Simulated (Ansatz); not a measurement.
Input

```
crystal:
  periodic: [false, false, false]
  atoms:
    - { symbol: B, position_ang: [-1.1339, 0.8134, -0.1275] }
    - { symbol: C, position_ang: [-0.4085, -0.5343, -0.0573] }
    - { symbol: C, position_ang: [1.0402, -0.3404, 0.2734] }
    - { symbol: Br, position_ang: [2.1235, 0.4869, -1.1835] }
    - { symbol: H, position_ang: [-1.7089, 1.1755, -1.1623] }
    - { symbol: H, position_ang: [-1.2324, 1.5829, 0.8033] }
    - { symbol: H, position_ang: [-0.4731, -1.0638, -1.0213] }
    - { symbol: H, position_ang: [-0.8465, -1.1323, 0.7246] }
    - { symbol: H, position_ang: [1.532, -1.3184, 0.5275] }
    - { symbol: H, position_ang: [1.1907, 0.2793, 1.2261] }
basis:
  gaussian: { orbitals: def2-SVP }
hamiltonian:
  xc: r2scan
relax:
  f_tol: 0.02
  max_steps: 50
output:
  orbitals: {}
```

Run with:

```sh
ansatz run input.yaml --threads 2 --pin off --max-ram 3072MiB --backend cpu --events-out ev --progress --plain --runs-dir out
```

The fields are those of the run's last geometry, not of the input's.

These are results of RKS r2SCAN/def2-SVP (Ansatz 0.2.0), not measurements.

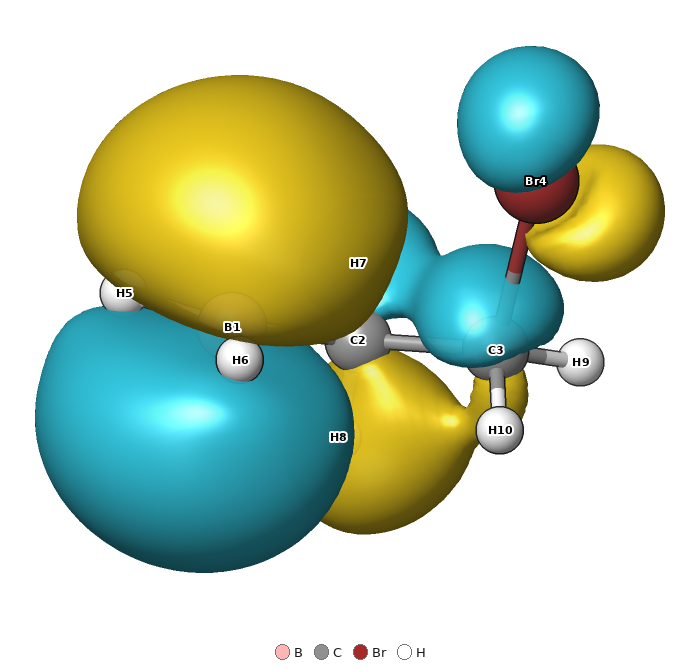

C2H6BBr. The LUMO at ±0.06 Å⁻³ᐟ² (yellow and cyan are the two phases), seen from one side.

Where does this orbital lie, and at what energy?

Answer. By Hirshfeld shares it lies mainly on B1 (about 65 %), C2 (about 10 %), H5 (about 5 %) and H6 (about 5 %). Its energy is −2.06 eV.
